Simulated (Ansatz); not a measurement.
# CHBN+ (quintet): inputs that go wrong

3 inputs are run for CHBN+ (quintet) as typed; the log has to tell whether the result can be used and what must change.

The runs use Ansatz 0.2.0, Gaussian basis; the settings change from run to run.

19 further runs of the same task are left out: 7 that didn't finish, 12 set aside as unsound or not needed.

**1. What is computed**

The geometry is a PBE0/def2-TZVP stationary point (not a proven minimum) of the parent state, kept for this charge and spin.

4 atoms, charge 1, spin multiplicity 5.

Atoms are counted from 1 here; the program's logs count them from 0.

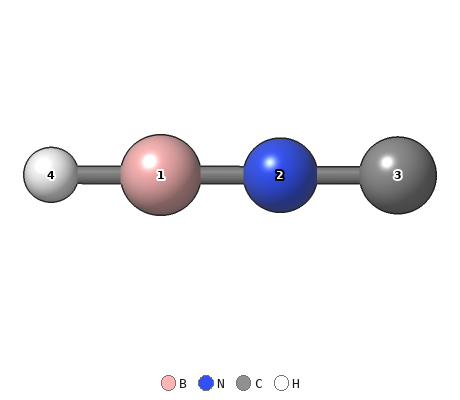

The structure; boron pink, nitrogen blue, carbon grey, hydrogen white; atoms are numbered from 1 in the order of the file.

**2. Attempt 1**

Input file in.yaml:

```yaml
crystal:
  periodic: [false, false, false]
  atoms:
    - {symbol: B, position_ang: [0.000000, 0.000000, 0.659600]}
    - {symbol: N, position_ang: [0.000000, 0.000000, -0.617700]}
    - {symbol: C, position_ang: [0.000000, 0.000000, -1.870800]}
    - {symbol: H, position_ang: [0.000000, 0.000000, 1.828900]}
basis:
  gaussian: {orbitals: cc-pVDZ}
total_charge: 1
magnetization: {spin_polarized: false, initial_magnetization: 4}
correlation: {method: ccsdtqp, electrons: valence}
scf: {omitted_lower_state_checks: [cluster_reference]}
output: {forces: true}
```

Launch:

```bash
$ ansatz run in.yaml --threads 1 --pin off --events-out ev --progress --plain --max-ram 2393MiB
```

Standard output:

```text
Error: YAML parse error: error: line 12 column 23: unknown variant `ccsdtqp`, expected one of mp2, rpa, ccsd, ccsd_t, bccd, bccd_t, ccsdt, ccsdt_q, ccsdt_q_b, ccsdtq, fci, sc_nevpt2, fic_nevpt4_sd, fic_mrcisd_q, fic_mrcisd_q_relaxed
  --> <input>:12:23
   |
10 | total_charge: 1
11 | magnetization: {spin_polarized: false, initial_magnetization: 4}
12 | correlation: {method: ccsdtqp, electrons: valence}
   |                       ^ unknown variant `ccsdtqp`, expected one of mp2, rpa, ccsd, ccsd_t, bccd, bccd_t, ccsdt, ccsdt_q, ccsdt_q_b, ccsdtq, fci, sc_nevpt2, fic_nevpt4_sd, fic_mrcisd_q, fic_mrcisd_q_relaxed
13 | scf: {omitted_lower_state_checks: [cluster_reference]}
14 | output: {forces: true}
   |
```

Wall time 0.03 s (1 thread of AMD EPYC, shared host).

Diagnosis: The run was refused. The method's name isn't one that the program knows. Cure: name one from the list in the message.

**3. Attempt 2**

Input file in.yaml:

```yaml
crystal:
  periodic: [false, false, false]
  atoms:
    - {symbol: B, position_ang: [0.000000, 0.000000, 0.659600]}
    - {symbol: N, position_ang: [0.000000, 0.000000, -0.617700]}
    - {symbol: C, position_ang: [0.000000, 0.000000, -1.870800]}
    - {symbol: H, position_ang: [0.000000, 0.000000, 1.828900]}
basis:
  gaussian: {orbitals: cc-pVDZ}
total_charge: 1
magnetization: {spin_polarized: true, initial_magnetization: 5}
correlation: {method: mp2, electrons: outside_noble_gas}
```

Same command.

Standard output:

```text
Error: a molecule whose nuclei and cores have a total charge of 19 cannot have a net charge of 1 together with 5 unpaired electrons
```

Wall time 0.06 s (1 thread of AMD EPYC, shared host).

**Diagnosis.** The run was refused. The number of unpaired electrons doesn't fit the electron count. Cure: make charge and initial_magnetization agree.

**4. Attempt 3**

Input file in.yaml:

```yaml
crystal:
  periodic: [false, false, false]
  atoms:
    - {symbol: B, position_ang: [0.000000, 0.000000, 0.349060]}
    - {symbol: N, position_ang: [0.000000, 0.000000, -0.326887]}
    - {symbol: C, position_ang: [0.000000, 0.000000, -0.990027]}
    - {symbol: H, position_ang: [0.000000, 0.000000, 0.967854]}
basis:
  gaussian: {orbitals: def2-SVP}
total_charge: 1
magnetization: {spin_polarized: true, initial_magnetization: 4}
correlation: {method: bccd, electrons: valence}
output: {forces: true}
```

Launched as before.

Standard output (excerpt; [...] marks lines left out):

```text
Functional definition: HF
  name "HF"
  cite "Fock, Z. Phys. 61, 126 (1930) doi:10.1007/BF01340294"
  parent pbe
[...]
479 factors; integrals over basis functions are off by at most 8.5e-4 eV
[...]
mean field -3048.25527914 eV, -112.0213153266 hartree, gradient 2.0e-6 eV, S^2 6.030701; 4 other end points of the search recorded, 0 dependent functions left out
determinant -3048.25527914 eV, -112.0213153266 hartree, with singles and doubles -3054.85310848 eV, -112.2637810827 hartree
determinant -3047.94396236 eV, -112.0098746462 hartree, with singles and doubles -3054.94961191 eV, -112.2673275184 hartree
determinant -3047.83793457 eV, -112.0059781967 hartree, with singles and doubles -3054.99429387 eV, -112.2689695504 hartree
determinant -3048.25527914 eV, -112.0213153266 hartree, with singles and doubles -3054.97931608 eV, -112.2684191266 hartree
[...]
3 core orbitals not correlated: weight in the atoms' cores, before any rotation towards them, 0.998 or more for the frozen orbitals, at most 0.001 for the correlated occupied ones
reference -3047.83793457 eV, -112.0059781967 hartree; 8, 4 occupied and 36, 40 virtual orbitals, 479 factors
second order -6.55061291 eV of doubles, -0.00000000 eV of singles
cycle   1  -7.14472193 eV  change    1.5e-2 eV  update   1.7e-2
[...]
cycle  11  -7.14789066 eV  change    3.3e-7 eV  update   1.5e-6
[...]
Total energy: -3054.98582523 eV, -112.2686583333 hartree
Atom 0 at     0.000000     0.000000     0.349060 Å, force    -0.000000    -0.000000   243.104457 eV/Å
Atom 1 at     0.000000     0.000000    -0.326887 Å, force     0.000000     0.000000    71.438135 eV/Å
Atom 2 at     0.000000     0.000000    -0.990027 Å, force     0.000000    -0.000000  -384.017347 eV/Å
Atom 3 at     0.000000     0.000000     0.967854 Å, force     0.000000     0.000000    69.474755 eV/Å
Dipole moment:    -0.000000     0.000000     0.098134 e Å
```

Wall time 20 s (1 thread of AMD EPYC, shared host).

**Diagnosis.** The run converged, which proves nothing about the input. The coordinates are scaled by the bohr-ångström factor. The shortest distance is 0.62 Å, against 1.17 Å in the geometry of step 1. Its energy belongs to another geometry. Cure: restore the coordinates in ångström.

**5. Summary**

```tsv
attempt	level	ended	cause	time
1	'ccsdtqp'/cc-pVDZ	refused	the method's name isn't one that the program knows	0.03 s
2	MP2 on UHF/cc-pVDZ	refused	the number of unpaired electrons doesn't fit the electron count	0.06 s
3	BCCD on UHF/def2-SVP	converged	the coordinates are scaled by the bohr-ångström factor	20 s
```

2 refused, 1 converged. The input that converges on a wrong geometry or spin is the dangerous one: no error points at it, so geometry and ⟨S²⟩ have to be checked.
